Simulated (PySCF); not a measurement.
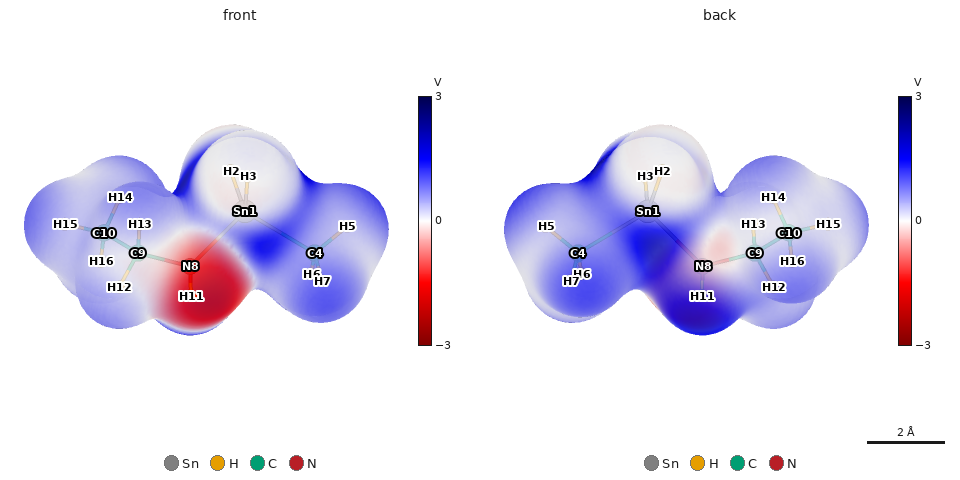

The picture shows: C₃H₁₁NSn (SMILES [H][Sn]([H])([CH3])[NH]CC). The molecular electrostatic potential painted on the density surface at 0.004 e/bohr³, seen from the front and from behind; red is negative and blue positive.

Geometry: PBE0-D3(BJ)/def2-SVP; core potentials replace the inner electrons of Sn.

The calculation used wB97X-D/def2-SVPD, SCF density, gas phase, scalar-relativistic core potentials on the heavy atoms in PySCF 2.14.0.

```xyz
16

Sn    0.6940    1.1770    0.2925
H     0.4682    1.1177    2.0061
H     2.3644    0.9789   -0.0571
C    -0.1201    2.9930   -0.5070
H     0.4256    3.8608   -0.1108
H    -1.1797    3.0882   -0.2309
H    -0.0335    2.9829   -1.6023
N    -0.2410   -0.3340   -0.7220
C     0.0929   -1.7233   -0.4979
C    -0.4392   -2.3384    0.7916
H    -1.2460   -0.1989   -0.8048
H    -0.2670   -2.3238   -1.3557
H     1.1928   -1.8245   -0.5209
H    -0.0494   -1.8094    1.6766
H    -0.1570   -3.4002    0.8797
H    -1.5394   -2.2799    0.8294
```

Question: Which sites attract a positive test charge, and which a negative one?

Answer: A positive charge is drawn to the negative regions and a negative charge to the positive ones. The most negative region (about −1.8 V) lies over N8, the most positive (about +2.2 V) over Sn1. N8 is the likeliest acceptor of a hydrogen bond.

Question: What dipole moment does the calculation give?

Answer: Its dipole moment is 0.82 D.
